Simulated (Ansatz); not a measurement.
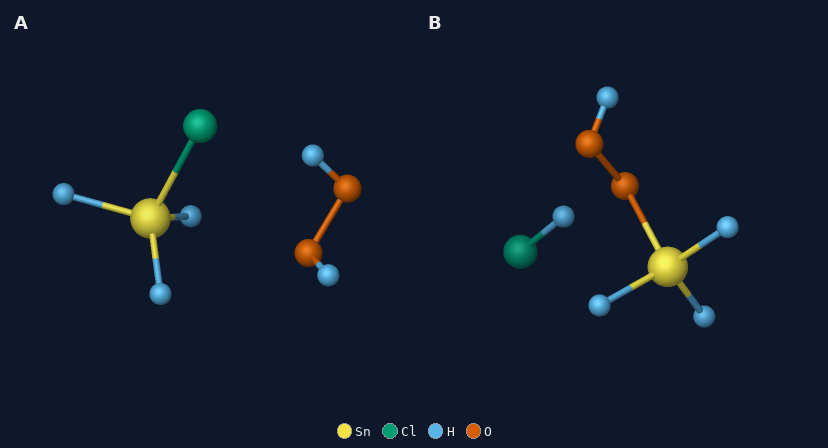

2 stationary structures of one formula. Geometries: PBE0-D4/def2-TZVP. Electronic energies: CCSD(T)/CBS (MP2 limit from def2-TZVPP and def2-QZVPP plus CCSD(T) − MP2) (Ansatz 0.2.0), without zero-point energy. Each is one conformer, not always the lowest.

> Which is lowest in energy, and by how much?

A is lowest (a minimum); B lies 70.0 kJ/mol above it (a minimum).

Give E(B) − E(A) in kJ/mol at these levels too: BHLYP-D4/def2-TZVPP; CAM-B3LYP-D4/def2-TZVPP; ωB97M-V/def2-TZVPP; PBE0-D4/def2-TZVP; B2PLYP (frozen core)/def2-TZVPP; ωB97X-V/def2-TZVPP; SPW92 (LDA)/def2-SVP; r2SCAN0-D4/def2-TZVPP.

| level | E(B) − E(A) (kJ/mol) |
| --- | --- |
| BHLYP-D4/def2-TZVPP | +78.3 |
| CAM-B3LYP-D4/def2-TZVPP | +66.9 |
| ωB97M-V/def2-TZVPP | +75.1 |
| PBE0-D4/def2-TZVP | +72.2 |
| B2PLYP (frozen core)/def2-TZVPP | +65.1 |
| ωB97X-V/def2-TZVPP | +72.0 |
| SPW92 (LDA)/def2-SVP | +62.7 |
| r2SCAN0-D4/def2-TZVPP | +75.5 |
